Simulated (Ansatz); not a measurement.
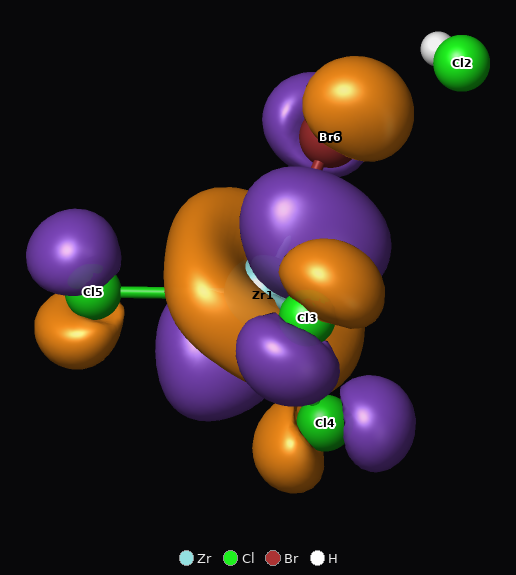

BrCl3Zr···HCl. One frontier orbital at ±0.08 Å⁻³ᐟ² (orange and purple are the two phases), seen at an oblique angle.

Core potentials replace the inner electrons of Zr.

Level of theory: RKS BHLYP/def2-SVP in Ansatz.

```yaml
atoms:
  - { symbol: Zr, position_ang: [-0.6996, 0.0000, -0.7981] }
  - { symbol: Cl, position_ang: [0.1968, 0.0000, 4.0247] }
  - { symbol: Cl, position_ang: [1.4238, 0.0000, 0.1362] }
  - { symbol: Cl, position_ang: [-0.9580, 1.8985, -2.1150] }
  - { symbol: Cl, position_ang: [-0.9580, -1.8985, -2.1150] }
  - { symbol: Br, position_ang: [-2.4550, 0.0000, 0.9771] }
  - { symbol: H, position_ang: [-0.9829, 0.0000, 3.5283] }
```

Which orbital is it: HOMO or LUMO?

The LUMO, at −1.92 eV. Its weight (Hirshfeld) is mainly on Zr1 (about 70 %), Br6 (about 10 %), Cl3 (about 10 %), Cl4 (about 5 %) and Cl5 (about 5 %).
